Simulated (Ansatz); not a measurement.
## Electronic structure of CGeO (charge −1, doublet) in real space

```xyz
3

C     0.0000    0.0000   -0.2150
Ge    0.0000    0.0000    1.6255
O     0.0000    0.0000   -1.4106
```

Geometry: PBE0-D3(BJ)/def2-SVPD; the highest occupied orbital lies above zero, a sign that basis and functional describe the outermost electron poorly.

The calculation used Ansatz, isolated molecule in a Gaussian basis; Kohn-Sham density functional theory, functional PBE0.

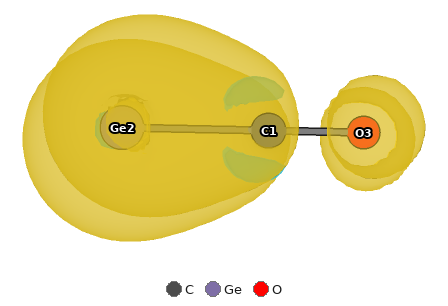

Figure 1. Isosurfaces of the spin density (α minus β) at +0.015 (yellow) and −0.015 e/Å³ (cyan), seen from one side.

Question: Describe the spin distribution.

Answer: The unpaired spin (1 electron) lies mostly on Ge2 (about 0.7), C1 (about 0.2) and O3 (about 0.1), in electrons by Hirshfeld's partition.

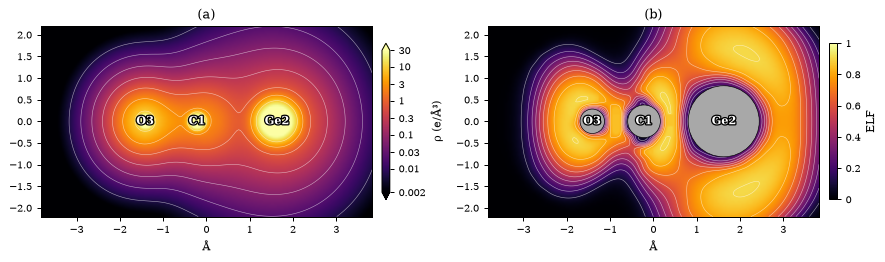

Figure 2. (a) electron density; (b) electron localisation function on a plane that holds the molecular axis. Grey discs cover the atomic cores in the ELF map.

Question: What does the map show?

Answer: The section cuts through C, Ge and O sites.
C–O (1.20 Å): ρ at the midpoint is about 3.5 e/Å³; the ELF peaks at about 0.85 between the atoms; a multiple bond.
C–Ge (1.84 Å): ρ at the midpoint is about 0.88 e/Å³; the ELF peaks at about 0.85 in the valence shell of C, 0.6 Å from its nucleus, and is about 0.35 at the midpoint.
The ELF also peaks beside O3, away from the bonds: non-bonding electrons, paired or unpaired.

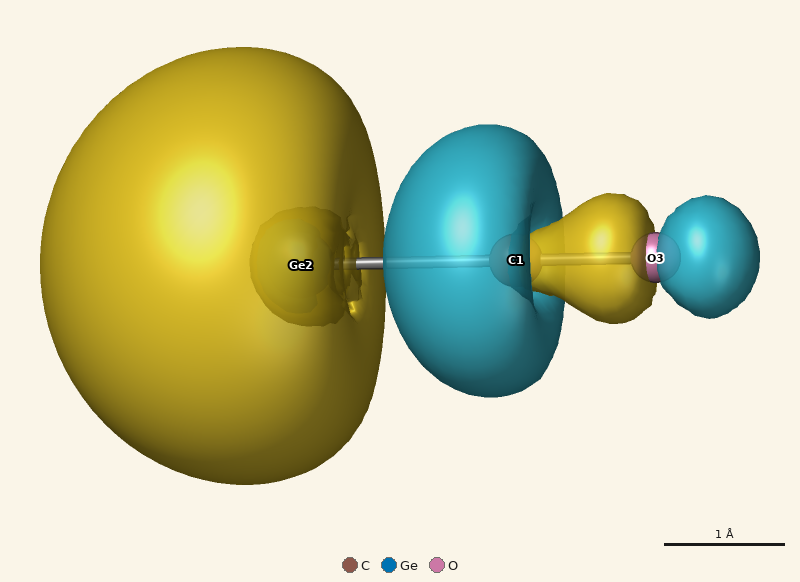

Figure 3. The HOMO−1 (β) at ±0.08 Å⁻³ᐟ² (yellow and cyan are the two phases), seen from one side.

Question: Where does this orbital lie, and at what energy?

Answer: Its weight (Hirshfeld) is mainly on Ge2 (about 80 %) and C1 (about 15 %); it is of σ type. Its energy is −2.65 eV.
